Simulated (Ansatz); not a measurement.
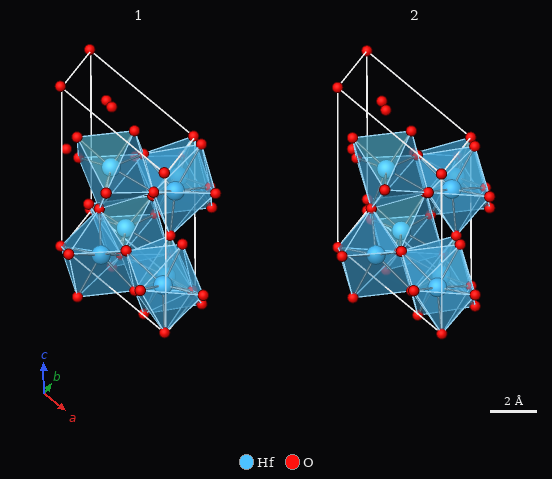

Two geometries of a defect cell of composition Hf$_{7}$O$_{16}$ (cell charge −2), drawn at one scale. One is the start of a relaxation, the other its converged end. Style: polyhedral. Shown: the cell of the calculation, reduced to other axes (origin shifted), slightly off an axis. Lengths and directions refer to the drawn axes.

Theory: Ansatz 0.2.0, DFT, PBE, plane-wave PAW, default files, scalar-relativistic. Set-up: plane-wave cutoff 420 eV; k-point mesh 3 × 3 × 3; occupations fermi dirac; smearing width 0.01 eV; collinear spin; atoms relaxed in a fixed cell; force threshold 0.03 eV/Å; at most 40 steps.

### Which geometry has the lower energy?

Structure 1 is the relaxed one. After 8 accepted moves (10 points after the start) the energy has fallen by 1.552 eV per cell of the calculation. The largest force component goes from 2 to 0.025 eV/Å. The line search rejected the trial steps at points 5, 9 of the run. The largest move is that of an O atom, 0.46 Å along [−3 −2 −1]. By element the largest moves are O 0.46 Å, Hf 0.13 Å. The cell stays as it was. Some distances before and after: Hf–O 2.172 → 2.385 Å, Hf–O 2.276 → 2.107 Å, Hf–O 2.229 → 2.085 Å, Hf–O 2.248 → 2.110 Å. Bond angles that change, for instance: Hf–O–Hf 132.7° → 141.4°, Hf–O–Hf 111.0° → 103.6°, Hf–O–Hf 106.1° → 99.9°. Cost: 15 min on 4 threads of Arm Neoverse V2, with other jobs on the host, peak memory 2.1 GiB.

Limits of the set-up: the periodic images lie only 6.7 Å apart, so the values are limited by the cell's size; the cell is charged, on a uniform background, and energies carry no finite-size correction.
